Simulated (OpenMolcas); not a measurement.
**Single-point calculation, with input and output: C2H6In (part 3 of 3)**

C2H6In, multiplicity 4; HF/3-21G, UHF (OpenMolcas 26.06). The geometry is that of the parent species in another charge or spin state. The geometry comes from this level: PBE0-D4/def2-TZVP.

Log, continued:
```
                            H7                      H8                      H9
                     alpha        beta       alpha        beta       alpha        beta
      1s           0.3542      0.3949      0.3480      0.3901      0.3542      0.3950
      2px          0.0000      0.0000      0.0000      0.0000      0.0000      0.0000
      2pz          0.0000      0.0000      0.0000      0.0000      0.0000      0.0000
      2py          0.0000      0.0000      0.0000      0.0000      0.0000      0.0000
      3d2+         0.0000      0.0000      0.0000      0.0000      0.0000      0.0000
      3d1+         0.0000      0.0000      0.0000      0.0000      0.0000      0.0000
      3d0          0.0000      0.0000      0.0000      0.0000      0.0000      0.0000
      3d1-         0.0000      0.0000      0.0000      0.0000      0.0000      0.0000
      3d2-         0.0000      0.0000      0.0000      0.0000      0.0000      0.0000
      Total        0.3542      0.3949      0.3480      0.3901      0.3542      0.3950
      Total              0.7491                  0.7381                  0.7492

      Charge            0.2509                  0.2619                  0.2508

      Total electronic charge=   67.000000

      Total            charge=   -0.000000
--

++    Molecular orbitals:
      -------------------

      Title: Natural orbitals

      Molecular orbitals for symmetry species 1: a

      Basis set list:
        1 C1     1s                 14 IN2    1s                 27 IN2    2pz                40 IN2    3d2+               53 H5     1s
        2 C1     1s                 15 IN2    1s                 28 IN2    2pz                41 C3     1s                 54 H6     1s
        3 C1     1s                 16 IN2    2px                29 IN2    2pz                42 C3     1s                 55 H6     1s
        4 C1     2px                17 IN2    2px                30 IN2    2pz                43 C3     1s                 56 H7     1s
        5 C1     2px                18 IN2    2px                31 IN2    3d2-               44 C3     2px                57 H7     1s
        6 C1     2py                19 IN2    2px                32 IN2    3d2-               45 C3     2px                58 H8     1s
        7 C1     2py                20 IN2    2px                33 IN2    3d1-               46 C3     2py                59 H8     1s
        8 C1     2pz                21 IN2    2py                34 IN2    3d1-               47 C3     2py                60 H9     1s
        9 C1     2pz                22 IN2    2py                35 IN2    3d0                48 C3     2pz                61 H9     1s
       10 IN2    1s                 23 IN2    2py                36 IN2    3d0                49 C3     2pz
       11 IN2    1s                 24 IN2    2py                37 IN2    3d1+               50 H4     1s
       12 IN2    1s                 25 IN2    2py                38 IN2    3d1+               51 H4     1s
       13 IN2    1s                 26 IN2    2pz                39 IN2    3d2+               52 H5     1s

  Index Energy  Occupation Coefficients ...

    1 -991.6633    2.0000         10 IN2    1s     ( 0.982),

    2 -148.6334    2.0000         11 IN2    1s     ( 1.018),

    3 -138.0641    2.0000         16 IN2    2px    ( 0.919),

    4 -138.0642    2.0000         21 IN2    2py    ( 0.944),

    5 -138.0640    2.0000         26 IN2    2pz    ( 0.948),

    6  -29.5073    2.0000         12 IN2    1s     ( 1.095),

    7  -25.0512    2.0000         17 IN2    2px    ( 0.994),

    8  -25.0547    2.0000         22 IN2    2py    ( 1.025),

    9  -25.0431    2.0000         27 IN2    2pz    ( 1.028),

   10  -17.4566    2.0000         33 IN2    3d1-   ( 0.914),

   11  -17.4529    2.0000         31 IN2    3d2-   ( 0.383),    35 IN2    3d0    (-0.511),    39 IN2    3d2+   (-0.724),

   12  -17.4557    2.0000         31 IN2    3d2-   ( 0.830),    39 IN2    3d2+   ( 0.468),

   13  -17.4544    2.0000         35 IN2    3d0    (-0.734),    37 IN2    3d1+   ( 0.433),    39 IN2    3d2+   ( 0.408),

   14  -17.4553    2.0000         37 IN2    3d1+   ( 0.843),

   15   -4.6037    2.0000         12 IN2    1s     (-0.524),    13 IN2    1s     (-0.977),    28 IN2    2pz    ( 0.535),

   16   -6.1918    2.0000          1 C1     1s     ( 0.397),    13 IN2    1s     (-0.474),    27 IN2    2pz    ( 0.455),    28 IN2    2pz    (-0.780),
                                  41 C3     1s     ( 0.397),

   17   -3.4207    2.0000         17 IN2    2px    ( 0.615),    18 IN2    2px    (-1.068),

   18  -11.0042    2.0000          1 C1     1s     ( 0.692),    41 C3     1s     (-0.692),

   19   -8.7876    2.0000          1 C1     1s     ( 0.577),    27 IN2    2pz    (-0.326),    28 IN2    2pz    ( 0.562),    41 C3     1s     ( 0.577),

   20   -3.6203    2.0000         22 IN2    2py    (-0.615),    23 IN2    2py    ( 1.080),

   21   -1.0542    2.0000         32 IN2    3d2-   (-0.685),    40 IN2    3d2+   (-0.723),

   22   -1.0702    2.0000         32 IN2    3d2-   (-0.669),    36 IN2    3d0    ( 0.548),    40 IN2    3d2+   ( 0.500),

   23   -1.0598    2.0000         38 IN2    3d1+   ( 0.891),

   24   -1.0651    2.0000         36 IN2    3d0    (-0.726),    38 IN2    3d1+   ( 0.449),    40 IN2    3d2+   ( 0.491),

   25   -0.9977    1.9997         34 IN2    3d1-   ( 0.894),

   26   -0.7487    1.9995          3 C1     1s     ( 0.274),     8 C1     2pz    ( 0.179),     9 C1     2pz    ( 0.159),    43 C3     1s     ( 0.274),
                                  48 C3     2pz    ( 0.194),    49 C3     2pz    ( 0.172),

   27   -0.7930    1.9995          3 C1     1s     (-0.324),    43 C3     1s     (-0.324),    52 H5     1s     (-0.196),    58 H8     1s     (-0.196),

   28   -0.6364    1.9995          6 C1     2py    ( 0.146),     8 C1     2pz    (-0.192),     9 C1     2pz    (-0.164),    34 IN2    3d1-   (-0.276),
                                  48 C3     2pz    ( 0.221),    49 C3     2pz    ( 0.189),    52 H5     1s     ( 0.175),    53 H5     1s     ( 0.142),
                                  58 H8     1s     (-0.175),    59 H8     1s     (-0.142),

   29   -0.5841    1.9995          4 C1     2px    ( 0.252),     5 C1     2px    ( 0.215),    44 C3     2px    (-0.253),    45 C3     2px    (-0.216),
                                  50 H4     1s     (-0.157),    51 H4     1s     (-0.136),    54 H6     1s     ( 0.160),    55 H6     1s     ( 0.139),
                                  56 H7     1s     ( 0.156),    57 H7     1s     ( 0.136),    60 H9     1s     (-0.160),    61 H9     1s     (-0.139),

   30   -0.5848    1.9995          4 C1     2px    (-0.253),     5 C1     2px    (-0.211),    44 C3     2px    (-0.253),    45 C3     2px    (-0.211),
                                  50 H4     1s     ( 0.157),    51 H4     1s     ( 0.139),    54 H6     1s     (-0.157),    55 H6     1s     (-0.138),
                                  56 H7     1s     ( 0.157),    57 H7     1s     ( 0.138),    60 H9     1s     (-0.158),    61 H9     1s     (-0.139),

   31   -0.9727    1.9994          3 C1     1s     ( 0.425),    34 IN2    3d1-   ( 0.222),    43 C3     1s     (-0.425),

   32   -0.4670    1.9773         13 IN2    1s     (-0.305),    14 IN2    1s     (-0.393),    15 IN2    1s     (-0.272),

   33   -0.1221    1.0000         15 IN2    1s     (-0.492),    19 IN2    2px    ( 0.271),    20 IN2    2px    (-0.330),    43 C3     1s     ( 0.290),
                                  47 C3     2py    ( 0.309),

   34   -0.0684    1.0000         15 IN2    1s     ( 0.416),    19 IN2    2px    ( 0.282),    20 IN2    2px    (-0.455),    29 IN2    2pz    ( 0.274),
                                  30 IN2    2pz    (-0.240),

   35   -0.1847    1.0000          3 C1     1s     ( 0.237),     6 C1     2py    (-0.245),     7 C1     2py    (-0.289),     8 C1     2pz    (-0.179),
                                   9 C1     2pz    (-0.213),    19 IN2    2px    ( 0.207),    20 IN2    2px    (-0.352),    23 IN2    2py    (-0.195),
                                  24 IN2    2py    (-0.206),    46 C3     2py    (-0.186),    47 C3     2py    (-0.196),

   36    0.3166    0.0227         14 IN2    1s     (-0.484),    29 IN2    2pz    ( 0.736),

   37    0.5511    0.0006          3 C1     1s     (-0.996),     7 C1     2py    (-0.510),    43 C3     1s     ( 0.996),    47 C3     2py    (-0.541),

   38    0.4215    0.0005          4 C1     2px    ( 0.428),     5 C1     2px    ( 0.458),    19 IN2    2px    (-0.319),    20 IN2    2px    (-0.346),
                                  44 C3     2px    ( 0.427),    45 C3     2px    ( 0.457),    51 H4     1s     ( 0.582),    55 H6     1s     (-0.580),
                                  57 H7     1s     ( 0.581),    61 H9     1s     (-0.582),

   39    0.4482    0.0005          4 C1     2px    (-0.421),     5 C1     2px    (-0.536),    44 C3     2px    ( 0.423),    45 C3     2px    ( 0.539),
                                  51 H4     1s     (-0.666),    55 H6     1s     ( 0.678),    57 H7     1s     ( 0.663),    61 H9     1s     (-0.679),

   40    0.4350    0.0005          7 C1     2py    ( 0.434),    24 IN2    2py    (-0.495),    47 C3     2py    ( 0.410),    49 C3     2pz    ( 0.385),
                                  53 H5     1s     (-0.727),    57 H7     1s     (-0.365),    59 H8     1s     ( 0.727),

   41    0.5063    0.0005          3 C1     1s     (-0.828),     7 C1     2py    (-0.689),    43 C3     1s     (-0.828),    47 C3     2py    ( 0.691),
                                  53 H5     1s     ( 0.912),    59 H8     1s     ( 0.912),

   42    0.5119    0.0005          3 C1     1s     (-0.625),     9 C1     2pz    (-0.603),    43 C3     1s     (-0.625),    49 C3     2pz    (-0.556),
                                  51 H4     1s     ( 0.563),    55 H6     1s     ( 0.565),    57 H7     1s     ( 0.565),    61 H9     1s     ( 0.563),

   43    0.4132    0.0003         24 IN2    2py    ( 1.351),

   44    0.6198    0.0000         14 IN2    1s     ( 0.996),    15 IN2    1s     (-1.848),    29 IN2    2pz    ( 0.936),

   45    0.4636    0.0000         19 IN2    2px    ( 1.306),    20 IN2    2px    ( 1.000),

   46    0.6204    0.0000         14 IN2    1s     ( 1.162),    15 IN2    1s     (-1.371),    29 IN2    2pz    (-0.758),    30 IN2    2pz    (-0.887),
                                  51 H4     1s     ( 0.887),    61 H9     1s     ( 0.887),

   47    0.8637    0.0000          5 C1     2px    (-1.043),    45 C3     2px    ( 1.127),    55 H6     1s     ( 0.728),    57 H7     1s     ( 0.727),

   48    1.0684    0.0000          2 C1     1s     ( 0.663),     3 C1     1s     (-1.196),     7 C1     2py    ( 0.627),    25 IN2    2py    ( 0.930),
                                  42 C3     1s     (-0.663),    43 C3     1s     ( 1.196),    47 C3     2py    ( 0.639),

   49    1.6302    0.0000          2 C1     1s     (-1.250),     3 C1     1s     ( 2.461),    42 C3     1s     (-1.250),    43 C3     1s     ( 2.461),

   50    1.6287    0.0000          2 C1     1s     ( 1.140),     3 C1     1s     (-2.124),    42 C3     1s     (-1.139),    43 C3     1s     ( 2.124),

   51    0.8870    0.0000          4 C1     2px    (-0.481),     5 C1     2px    ( 0.887),    20 IN2    2px    (-0.698),    44 C3     2px    (-0.479),
                                  45 C3     2px    ( 0.885),

   52    0.8856    0.0000          3 C1     1s     ( 0.945),     7 C1     2py    ( 0.888),    30 IN2    2pz    ( 1.186),    43 C3     1s     ( 0.945),
                                  47 C3     2py    (-0.899),    53 H5     1s     (-0.610),    59 H8     1s     (-0.610),

   53    0.9964    0.0000          3 C1     1s     ( 0.529),    14 IN2    1s     (-0.911),    15 IN2    1s     ( 0.598),    29 IN2    2pz    ( 0.634),
                                  30 IN2    2pz    ( 0.681),    43 C3     1s     ( 0.529),    52 H5     1s     (-0.516),    58 H8     1s     (-0.516),

   54    0.5419    0.0000          3 C1     1s     ( 1.561),    24 IN2    2py    ( 1.373),    25 IN2    2py    ( 1.744),    43 C3     1s     (-1.561),
                                  53 H5     1s     (-0.925),    59 H8     1s     ( 0.925),

   55    0.9048    0.0000          8 C1     2pz    ( 0.592),     9 C1     2pz    (-0.924),    48 C3     2pz    ( 0.588),    49 C3     2pz    (-0.983),
                                  53 H5     1s     (-0.915),    59 H8     1s     (-0.915),

   56    1.1934    0.0000         50 H4     1s     ( 0.470),    51 H4     1s     (-0.850),    52 H5     1s     (-0.578),    53 H5     1s     ( 0.880),
                                  54 H6     1s     ( 0.470),    55 H6     1s     (-0.849),    56 H7     1s     ( 0.470),    57 H7     1s     (-0.850),
                                  58 H8     1s     (-0.578),    59 H8     1s     ( 0.879),    60 H9     1s     ( 0.470),    61 H9     1s     (-0.849),

   57    0.9301    0.0000          9 C1     2pz    (-0.902),    48 C3     2pz    (-0.489),    49 C3     2pz    ( 0.974),

   58    1.1929    0.0000          5 C1     2px    (-0.914),    45 C3     2px    (-0.914),    51 H4     1s     (-1.138),    55 H6     1s     ( 1.139),
                                  57 H7     1s     (-1.139),    61 H9     1s     ( 1.137),

   59    1.1887    0.0000          5 C1     2px    (-0.534),    45 C3     2px    ( 0.534),    50 H4     1s     ( 0.602),    51 H4     1s     (-1.026),
                                  54 H6     1s     (-0.604),    55 H6     1s     ( 1.029),    56 H7     1s     (-0.603),    57 H7     1s     ( 1.027),
                                  60 H9     1s     ( 0.603),    61 H9     1s     (-1.028),

   60    1.0992    0.0000          9 C1     2pz    ( 0.438),    24 IN2    2py    (-0.317),    49 C3     2pz    (-0.471),    50 H4     1s     ( 0.374),
                                  51 H4     1s     (-0.516),    52 H5     1s     ( 0.622),    53 H5     1s     (-0.349),    54 H6     1s     ( 0.372),
                                  55 H6     1s     (-0.510),    56 H7     1s     (-0.373),    57 H7     1s     ( 0.512),    58 H8     1s     (-0.622),
                                  59 H8     1s     ( 0.349),    60 H9     1s     (-0.373),    61 H9     1s     ( 0.514),

--

++    Molecular properties:
      ---------------------

      Charge (e):
                      =   -0.0000
      Dipole Moment (debye):
      Origin of the operator (angstrom)=    0.2185    0.0396   -0.8767
                   X= -7.1184E-01               Y= -1.2904E-01               Z=  2.8551E+00           Total=  2.9453E+00
      Quadrupole Moment (debye*angstrom):
      Origin of the operator (angstrom)=    0.2185    0.0396   -0.8767
                  XX= -4.6538E+01              XY=  3.2262E+00              XZ= -1.2014E+00              YY= -3.5061E+01
                  YZ=  1.0784E+00              ZZ= -4.1384E+01
      In traceless form (debye*angstrom)
                  XX= -8.3154E+00              XY=  4.8393E+00              XZ= -1.8021E+00              YY=  8.9004E+00
                  YZ=  1.6176E+00              ZZ= -5.8495E-01
--

--- Stop Module: scf /rc=_RC_ALL_IS_WELL_ ---
--- Module scf spent 2 seconds ---

.##################.
.# Happy landing! #.
.##################.

    Timing: Wall=4.15 User=3.39 System=0.75
```

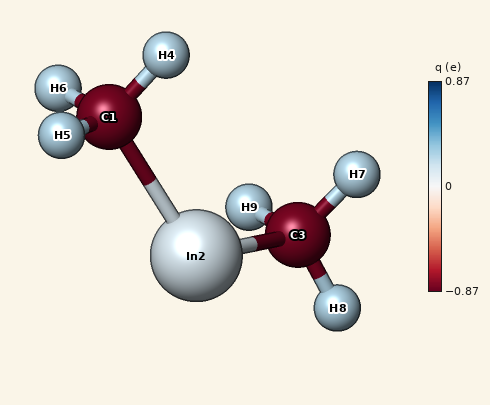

Mulliken charges, as the colour of each atom (ball-and-stick view, seen at a tilt; atoms are numbered from 1 in the order of the input). By element: C −0.83, In +0.13 and H +0.25 to +0.26 e.

The run was set up as follows.

Input:
```
* C2H6In Hartree-Fock
>>> EXPORT MOLCAS_PRINT=2

&GATEWAY
 BasLib = $CurrDir
 Coord
 9
 bohr
 C      0.86226313     3.43149698     0.34655687
 In     0.52451238     0.09505322    -2.10419114
 C     -0.85126493    -3.42953166    -0.39051190
 H     -0.99594236     3.84769026     1.14740391
 H      1.55320370     5.07674923    -0.67754240
 H      2.16158212     2.98351850     1.88880016
 H     -2.73101330    -3.08658417     0.39465040
 H     -0.94660161    -4.96699394    -1.75438394
 H      0.42322306    -3.95141733     1.14919915
 Basis = 3-21G
 Group = NoSym

&SEWARD

&SCF
 UHF
 Spin = 4
 Thresholds = 1e-10 1e-07 1e-07 1e-05
 PrOrbitals = 1 2
```

Command:
```bash
export MOLCAS_MEM=1860
pymolcas job.input > job.log
```

Key numbers:

```csv
quantity,value
outcome,converged
total energy,−5793.372221 hartree
basis functions,61
⟨S²⟩,3.802
dipole moment,2.95 debye
hardware,"1 thread of Intel Xeon @ 2.50GHz (Skylake/Cascade Lake), 96 GiB of memory available, shared host"
wall time,4.5 s
peak memory,0.4 GiB
```
